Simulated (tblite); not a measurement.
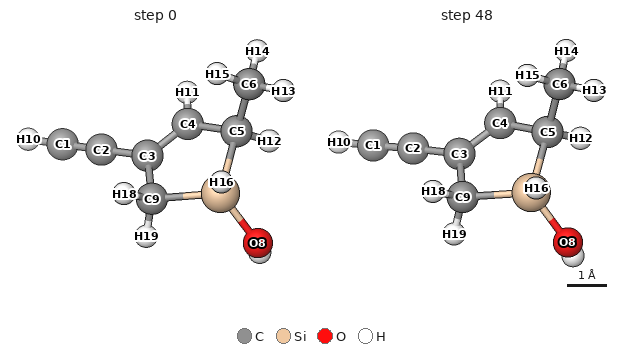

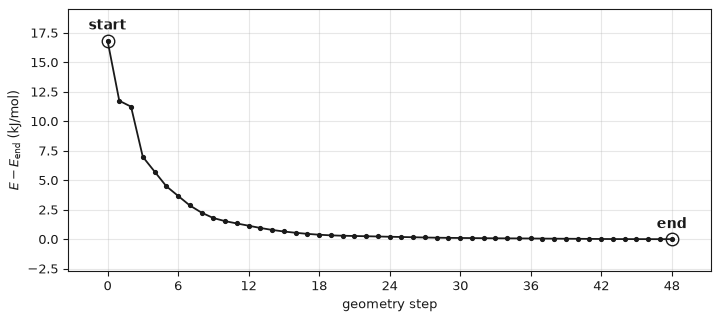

First and last geometry of a relaxation of C7H10OSi, with the history of the run. Style: ball-and-stick. Shown at a tilt.

The calculation used GFN2-xTB geometry optimisation, gas phase (tblite). 

> What do the curves and the structures tell?

It converged. Over 48 geometry steps the energy falls by 16.8 kJ/mol. The largest move after the best rigid fit is that of an H atom, 0.19 Å. Largest moves by element: H 0.19 Å, O 0.07 Å, C 0.06 Å, Si 0.04 Å. Some distances before and after: C–Si 1.971 → 1.918 Å, H–Si 1.483 → 1.454 Å, O–Si 1.658 → 1.631 Å, C–C 1.518 → 1.500 Å. Bond angles that change, for instance: O–Si–H 112.3° → 101.2°, C–Si–H 111.1° → 116.4°, Si–O–H 116.9° → 122.1°. Cost: 0.81 s on 1 thread of Intel(R) Xeon(R) Processor @ 2.70GHz, on a shared host.
